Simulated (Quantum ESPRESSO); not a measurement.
**Li3ClO (Pm-3m): modes at Γ and the response to a field**

Which modes does Li3ClO (Pm-3m) have at the zone centre?

Main program and level: Quantum ESPRESSO 7.5; DFT LDA, scalar-relativistic, plane waves, PseudoDojo norm-conserving pseudopotentials.

## 1. Set-up

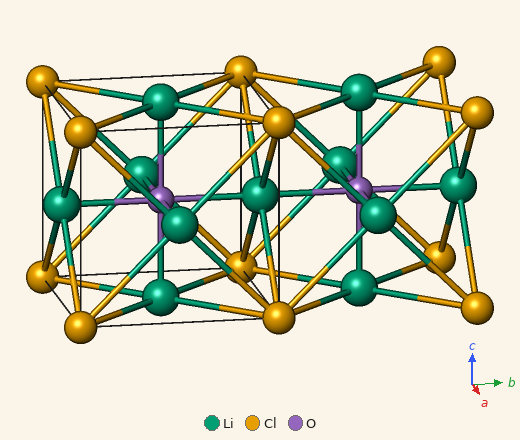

The starting structure, seen slightly off an axis (lithium teal, chlorine orange, oxygen purple). 1×2×1 cells are drawn. Some periodic images of atoms are drawn too.

Structure file:

```cif
data_structure
_symmetry_space_group_name_H-M 'P 1'
_symmetry_Int_Tables_number 1
_cell_length_a 3.9083
_cell_length_b 3.9083
_cell_length_c 3.9083
_cell_angle_alpha 90.000
_cell_angle_beta 90.000
_cell_angle_gamma 90.000
_cell_volume 59.70
loop_
_atom_site_label
_atom_site_type_symbol
_atom_site_fract_x
_atom_site_fract_y
_atom_site_fract_z
_atom_site_occupancy
Li1 Li 0.00000 0.50000 0.50000 1
Li2 Li 0.50000 0.00000 0.50000 1
Li3 Li 0.50000 0.50000 0.00000 1
Cl4 Cl 0.00000 0.00000 0.00000 1
O5 O 0.50000 0.50000 0.50000 1
```

## 2. A probe with smearing

A cheap run with smearing and empty bands tells whether the crystal has a gap, which decides between fixed occupations and smearing later on.

probe.in

```
 &control
    calculation='scf',
    prefix='x',
    outdir='./tmp',
    pseudo_dir='./pseudo',
    tprnfor=.true.,
    tstress=.true.,
    verbosity='high',
 /
 &system
    ibrav=1,
    celldm(1)=7.38568653,
    nat=5,
    ntyp=3,
    ecutwfc=92.0,
    occupations='smearing',
    smearing='gaussian',
    degauss=0.01,
 /
 &electrons
    conv_thr=1.0d-07,
    mixing_beta=0.7,
    electron_maxstep=100,
 /
ATOMIC_SPECIES
 Li      6.9400  Li.upf
 Cl     35.4500  Cl.upf
 O      15.9990  O.upf
ATOMIC_POSITIONS crystal
 Li     0.000000000   0.500000000   0.500000000
 Li     0.500000000   0.000000000   0.500000000
 Li     0.500000000   0.500000000   0.000000000
 Cl     0.000000000   0.000000000   0.000000000
 O      0.500000000   0.500000000   0.500000000
K_POINTS automatic
 6 6 6 0 0 0
```

The run is started by

```sh
$ OMP_NUM_THREADS=1 mpirun -n 4 pw.x -nk 4 -in probe.in > probe.out
```

The runs that follow: relaxing the cell and atoms; self-consistent run for the response; linear response at Γ; zone-centre analysis; sum rules set otherwise: a sum rule for molecules or wires on a crystal; sum rules set otherwise (asr no); the LO-TO splitting (1 0 0). Settings of the main run: cutoff 92 Ry, 8×8×8 k-mesh, fixed occupations, response threshold 1.00e-18, field response on, q point (0, 0, 0).

What does the calculation give for the lowest optical zone-centre mode and highest mode moved by the LO-TO term?

At the LDA level the optical modes of Li3ClO (Pm-3m) at the zone centre (no LO-TO term) run from 159 to 598 cm⁻¹. Along the directions run, the highest mode that the macroscopic field moves lies at 686 cm⁻¹. Lattice motion raises the mean dielectric constant from 3.295 to 15.14.

```
volume per atom                                                        : 10.7 Å³
gap on the k-mesh                                                      : 4.70 eV
highest optical zone-centre mode (no LO-TO term)                       : 597.8 cm⁻¹
lowest optical zone-centre mode                                        : 159.3 cm⁻¹
highest mode moved by the LO-TO term                                   : 686.3 cm⁻¹
mean high-frequency dielectric constant                                : 3.29
largest Born charge in size (third of the trace)                       : 2.07 e
mean static dielectric constant                                        : 15.1
imaginary optical modes at the zone centre (no q mesh in this session) : none
```

Of the 12 optical modes, 9 are infrared active alone and 3 are silent. These are harmonic frequencies at zero temperature: anharmonic shifts and linewidths and thermal expansion are left out. The structure comes from a database and need not be the phase that is stable at ambient conditions.

[Host names and launcher messages were left out of these logs when they were recorded.]

[Logs are printed without paths, hosts, clocks, repeated set-up lines and the standing remarks that a program may print on its own settings, such as how far it seeks lower states.]

[Hosts, paths, dates, database ids (printed as entryN), source tags and the programs' standing remarks are cut or masked in the printed files.]
